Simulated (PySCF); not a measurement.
# CH6Ge2 (SMILES [CH2]1[GeH2][GeH2]1) at BP86/def2-TZVP

Aim: the vertical singlet–triplet gap of CH6Ge2 at BP86/def2-TZVP, from 2 runs. The job is set up through a Python script.

The results are computed with PySCF 2.14.0.

## 1. The structure to begin with

CH6Ge2: 9 atoms, total charge 0, spin state singlet. As SMILES, `[CH2]1[GeH2][GeH2]1`. The coordinates come from a PBE0-D4/def2-TZVP relaxation.

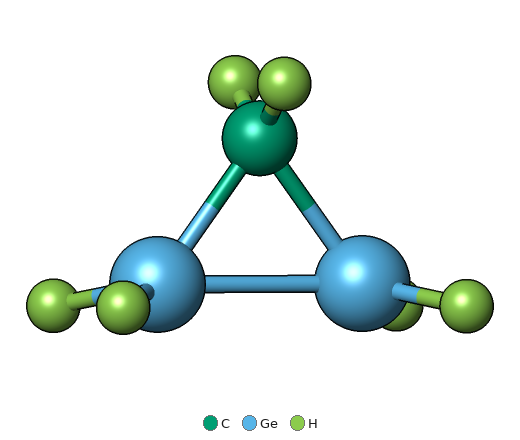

Viewed from a chosen angle; carbon teal, germanium blue, hydrogen green.

## 2. A single-point energy at BP86/def2-TZVP

Contents of job.py:

```python
from pyscf import gto, dft

mol = gto.M(
    atom='''
C     -0.673400     0.173500    -0.763800
Ge     1.068700     0.755400    -0.009100
Ge    -0.312200    -0.958100     0.827500
H     -1.497600     0.876400    -0.684600
H     -0.645700    -0.320800    -1.730500
H      1.087800     2.146400     0.627300
H      2.301600     0.440100    -0.858200
H     -0.012100    -2.431100     0.543500
H     -1.228500    -0.728200     2.030800
''',
    spin=0,
    basis='def2-tzvp',
    max_memory=1860,
    verbose=3,
)

calc0 = dft.RKS(mol, xc='bp86')
calc0.conv_tol = 1e-10
calc0.grids.level = 1
calc0.kernel()
if not calc0.converged:
    calc0 = calc0.newton().run(calc0.mo_coeff, calc0.mo_occ)

e_final = calc0.e_tot
print('E = %.10f Eh' % e_final)
```

The run is started by

```
$ OMP_NUM_THREADS=1 python job.py
```

The program printed:

```text
converged SCF energy = -4196.22716484675
E = -4196.2271648468 Eh
```

Run time: 13 s. Hardware: 1 thread of Arm Neoverse V2, shared host; peak memory 0.99 GiB.

## 3. The triplet at the same level

Contents of calc.py:

```python
from pyscf import gto, dft

system = gto.Mole()
system.atom = '''
C   -0.673400   0.173500  -0.763800
Ge   1.068700   0.755400  -0.009100
Ge  -0.312200  -0.958100   0.827500
H   -1.497600   0.876400  -0.684600
H   -0.645700  -0.320800  -1.730500
H    1.087800   2.146400   0.627300
H    2.301600   0.440100  -0.858200
H   -0.012100  -2.431100   0.543500
H   -1.228500  -0.728200   2.030800
'''
system.basis = 'def2-tzvp'
system.spin = 2
system.max_memory = 1860
system.verbose = 4
system.build()

ks = dft.UKS(system, xc='bp86')
ks.grids.level = 1
ks.conv_tol = 1e-10
ks.kernel()
if not ks.converged:
    ks = ks.newton().run(ks.mo_coeff, ks.mo_occ)

e_tot = ks.e_tot
print('E(%s) = %.9f' % ('BP86', e_tot))
```

The run is started by

```
$ OMP_NUM_THREADS=1 python calc.py
```

The program printed:

```text
PySCF version 2.14.0

[INPUT] num. atoms = 9
[INPUT] num. electrons = 76
[INPUT] charge = 0
[INPUT] spin (= nelec alpha-beta = 2S) = 2
[INPUT] symmetry False subgroup None
[INPUT] Mole.unit = angstrom
[INPUT] Symbol           X                Y                Z      unit          X                Y                Z       unit  Magmom
[INPUT]  1 C     -0.673400000000   0.173500000000  -0.763800000000 AA   -1.272541572282   0.327867482612  -1.443372813943 Bohr   0.0
[INPUT]  2 Ge     1.068700000000   0.755400000000  -0.009100000000 AA    2.019550309323   1.427499114496  -0.017196507734 Bohr   0.0
[INPUT]  3 Ge    -0.312200000000  -0.958100000000   0.827500000000 AA   -0.589972496089  -1.810546599946   1.563748368078 Bohr   0.0
[INPUT]  4 H     -1.497600000000   0.876400000000  -0.684600000000 AA   -2.830053844149   1.656155975569  -1.293706504877 Bohr   0.0
[INPUT]  5 H     -0.645700000000  -0.320800000000  -1.730500000000 AA   -1.220196158632  -0.606224140760  -3.270171058560 Bohr   0.0
[INPUT]  6 H      1.087800000000   2.146400000000   0.627300000000 AA    2.055644078302   4.056108153766   1.185425197940 Bohr   0.0
[INPUT]  7 H      2.301600000000   0.440100000000  -0.858200000000 AA    4.349393648299   0.831668467421  -1.621762960102 Bohr   0.0
[INPUT]  8 H     -0.012100000000  -2.431100000000   0.543500000000 AA   -0.022865686107  -4.594113181430   1.027066148701 Bohr   0.0
[INPUT]  9 H     -1.228500000000  -0.728200000000   2.030800000000 AA   -2.321528544028  -1.376098563908   3.837655813767 Bohr   0.0

nuclear repulsion = 434.64010504663
number of shells = 67
number of NR pGTOs = 294
number of NR cGTOs = 163
basis = def2-tzvp
ecp = {}

******** <class 'pyscf.dft.uks.UKS'> ********
method = UKS
initial guess = minao
damping factor = 0
level_shift factor = 0
DIIS = <class 'pyscf.scf.diis.CDIIS'>
diis_start_cycle = 1
diis_space = 8
diis_damp = 0
SCF conv_tol = 1e-10
SCF conv_tol_grad = None
SCF max_cycles = 50
direct_scf = True
direct_scf_tol = 1e-13
number electrons alpha = 39  beta = 37
XC library pyscf.dft.libxc version 7.0.0
    S. Lehtola, C. Steigemann, M. J.T. Oliveira, and M. A.L. Marques.,  SoftwareX 7, 1–5 (2018)
XC functionals = bp86
    A. D. Becke.,  Phys. Rev. A 38, 3098 (1988)
    J. P. Perdew.,  Phys. Rev. B 33, 8822 (1986)
radial grids:
    Treutler-Ahlrichs [JCP 102, 346 (1995); DOI:10.1063/1.469408] (M4) radial grids

becke partition: Becke, JCP 88, 2547 (1988); DOI:10.1063/1.454033
pruning grids: <function nwchem_prune>
grids dens level: 1
symmetrized grids: False
atomic radii adjust function: <function treutler_atomic_radii_adjust>
small_rho_cutoff = 0
Set gradient conv threshold to 1e-05
tot grids = 34848
init E= -4195.11810446977
[... the frontier-level lines of each cycle are left out ...]


cycle= 1 E= -4195.94923751203  delta_E= -0.831  |g|= 0.874  |ddm|=  3.2



cycle= 2 E= -4195.65301044599  delta_E= 0.296  |g|=  1.3  |ddm|= 1.31


cycle= 3 E= -4196.04827884061  delta_E= -0.395  |g|= 0.232  |ddm|= 1.41


cycle= 4 E= -4196.08151737143  delta_E= -0.0332  |g|= 0.0343  |ddm|= 0.39


cycle= 5 E= -4196.08177591177  delta_E= -0.000259  |g|= 0.02  |ddm|= 0.218


cycle= 6 E= -4196.08202286019  delta_E= -0.000247  |g|= 0.00326  |ddm|= 0.0861


cycle= 7 E= -4196.0820298462  delta_E= -6.99e-06  |g|= 0.000461  |ddm|= 0.00554


cycle= 8 E= -4196.08203000096  delta_E= -1.55e-07  |g|= 0.000164  |ddm|= 0.00166


cycle= 9 E= -4196.082030031  delta_E= -3e-08  |g|= 7.14e-05  |ddm|= 0.000846


cycle= 10 E= -4196.08203003258  delta_E= -1.58e-09  |g|= 2.88e-05  |ddm|= 0.000156


cycle= 11 E= -4196.08203003293  delta_E= -3.42e-10  |g|= 7.47e-06  |ddm|= 9.73e-05


cycle= 12 E= -4196.08203003295  delta_E= -1.82e-11  |g|= 1.84e-06  |ddm|= 3.34e-05


Extra cycle  E= -4196.08203003295  delta_E= -1.82e-12  |g|= 1.83e-06  |ddm|= 1.45e-05
converged SCF energy = -4196.08203003295  <S^2> = 2.0031051  2S+1 = 3.0020693
E(BP86) = -4196.082030033
```

Run time: 20 s. Hardware: 1 thread of Arm Neoverse V2, shared host; peak memory 1 GiB.

## 4. Results

Level: BP86/def2-TZVP.

| quantity | value |
| --- | --- |
| singlet: total energy | -4196.22716 Eh |
| singlet: dipole moment | 0.37 D |
| singlet: HOMO energy | -5.70 eV |
| singlet: LUMO energy | -1.26 eV |
| singlet: HOMO–LUMO gap | 4.43 eV |
| triplet: total energy | -4196.08203 Eh |
| triplet: dipole moment | 0.75 D |
| triplet: HOMO energy (highest over α and β) | -2.05 eV |
| triplet: ⟨S²⟩ | 2.003 |
| vertical energy of the triplet above the singlet | 3.949 eV |

**Reading.** At this shape the triplet lies 3.95 eV (381 kJ/mol) above the singlet. Mulliken charges (singlet) run from -0.44 on C1 to +0.15 on H5; they depend strongly on the basis.
